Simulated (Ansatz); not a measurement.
```xyz
13

C    -0.4084   -1.3326    0.1399
C    -1.7326   -1.2837   -0.2449
C    -0.2141   -1.0111   -2.1935
C     0.6565   -0.8550   -3.3083
C     1.9726   -0.9053   -2.9128
C     0.4586   -1.1760   -0.9801
O     0.0891   -1.5022    1.3854
S    -1.9333   -1.0479   -1.9629
S     2.1745   -1.1403   -1.2011
H    -0.6445   -1.5900    2.0083
H    -2.6122   -1.3742    0.3936
H     0.3402   -0.7136   -4.3428
H     2.8585   -0.8157   -3.5424
```

Geometry: r2SCAN-D4/def2-SVP.

Method: isolated molecule in a Gaussian basis; Kohn-Sham density functional theory, functional PBE0 (Ansatz 0.2.0).

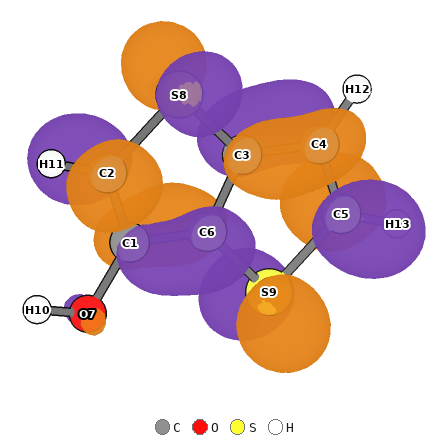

C6H4OS2 (SMILES Oc1csc2ccsc12). The LUMO at ±0.1 Å⁻³ᐟ² (orange and purple are the two phases), seen at a tilt.

> What is the character of this orbital?

By Hirshfeld shares it lies mainly on C5 (about 20 %), S9 (about 15 %), C2 (about 15 %), S8 (about 10 %), C6 (about 10 %) and C3 (about 10 %); it changes sign across the molecular plane (π type); π-bonding across C3–C4; π-antibonding (a node) across C2–S8, C3–C6, C3–S8 and C4–C5. Its energy is −0.95 eV.
